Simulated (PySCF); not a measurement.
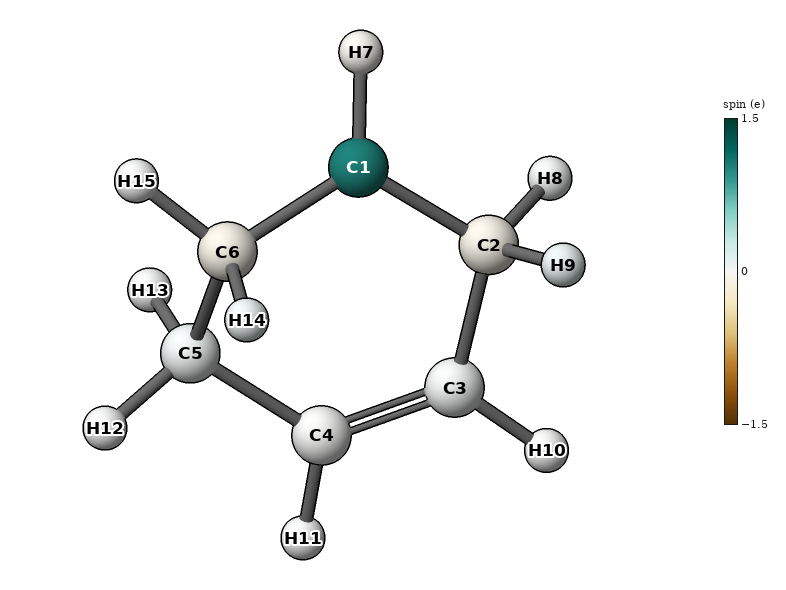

Atoms are coloured by their Mulliken spin populations. The species is neutral and a spin doublet. Computed geometry: GFN2-xTB optimisation. No frequency run is at hand to confirm it as a minimum. Method: UKS B3LYP, pcH-1 on C H, non-relativistic (PySCF 2.14.0).

Give the Mulliken spin populations atom by atom.

| atom | value (e) |
| --- | --- |
| C1 | 1.03 |
| C2 | −0.08 |
| C3 | 0.02 |
| C4 | 0.00 |
| C5 | 0.03 |
| C6 | −0.09 |
| H7 | −0.05 |
| H8 | 0.01 |
| H9 | 0.06 |
| H10 | 0.00 |
| H11 | 0.00 |
| H12 | 0.01 |
| H13 | 0.00 |
| H14 | 0.06 |
| H15 | 0.00 |

Mulliken values depend strongly on the basis set.
